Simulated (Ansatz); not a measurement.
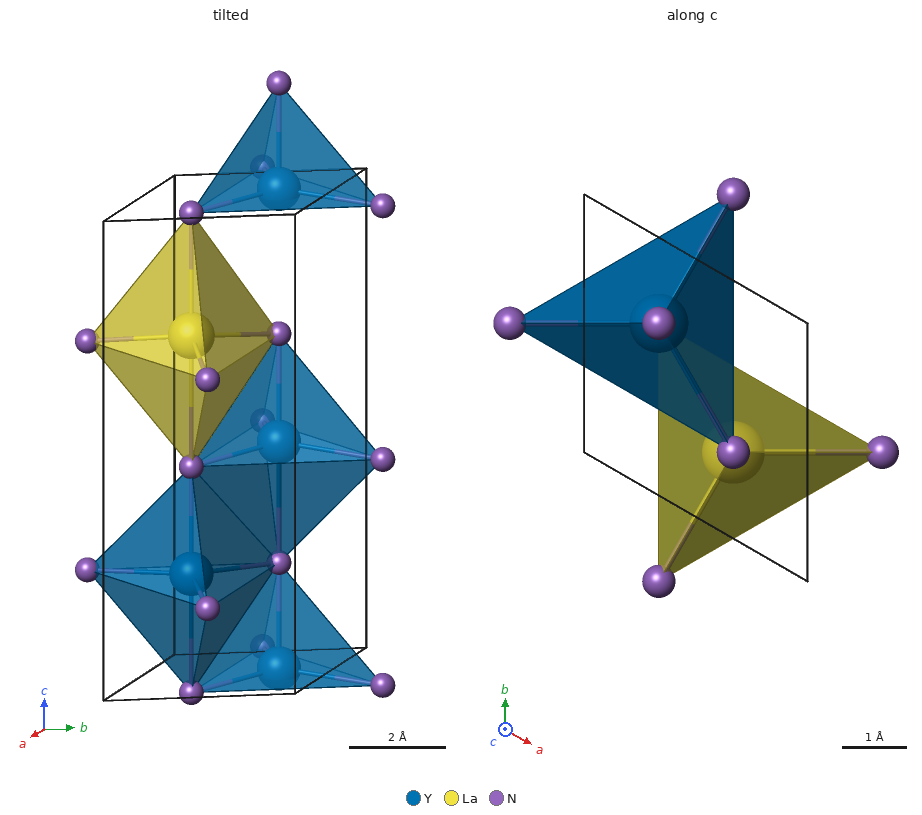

View slightly off an axis and along the c axis, drawn as a polyhedral model. The parallelepiped is the conventional unit cell. Some neighbours outside the box are added.

LaY3N4, space group P3m1 (No. 156), a = 4.047 Å, b = 4.047 Å, c = 10.367 Å, α = 90.00°, β = 90.00°, γ = 120.00°. It derives from a structure type filled with these elements by a generator (whether the compound takes this form wasn't checked). Earlier steps of the study may have refined or changed the cell and positions. It went into a calculation with Ansatz.

This one geometry was computed with Ansatz (DFT, plane waves, PAW) at five levels of theory: r2SCAN, PBE with spin-orbit coupling, PBE0, PBE and HSE06. It was relaxed beforehand with r2SCAN.

Which level gives the highest pressure at this volume, and what does that say about its equilibrium volume?

Answer. Highest: PBE with spin-orbit coupling (0.7 GPa) and PBE (0.7 GPa), which points to the largest equilibrium volume. Lowest, with the smallest volume: PBE0 (-1.0 GPa) and HSE06 (-1.1 GPa). Levels within 0.5 GPa of each other can't be told apart.

How does the band gap change with the level of theory?

Answer. PBE with spin-orbit coupling: a gap of 1.46 eV, indirect; PBE: a gap of 1.63 eV, indirect; r2SCAN: a gap of 1.86 eV, indirect; HSE06: a gap of 2.46 eV, indirect; PBE0: a gap of 3.16 eV, indirect.

Collect the results in a table.

Answer.
| level | cutoff (eV) | k-mesh of the run's cell | gap (eV) | pressure (GPa) |
| --- | --- | --- | --- | --- |
| r2SCAN | 500 | 12×12×4 | 1.86 | 0.0 |
| PBE with spin-orbit coupling | 420 | 12×12×4 | 1.46 | 0.7 |
| PBE0 | 420 | 6×6×2 | 3.16 | -1.0 |
| PBE | 420 | 12×12×4 | 1.63 | 0.7 |
| HSE06 | 420 | 6×6×2 | 2.46 | -1.1 |

Gaps are taken on the k-mesh or band path of each run.
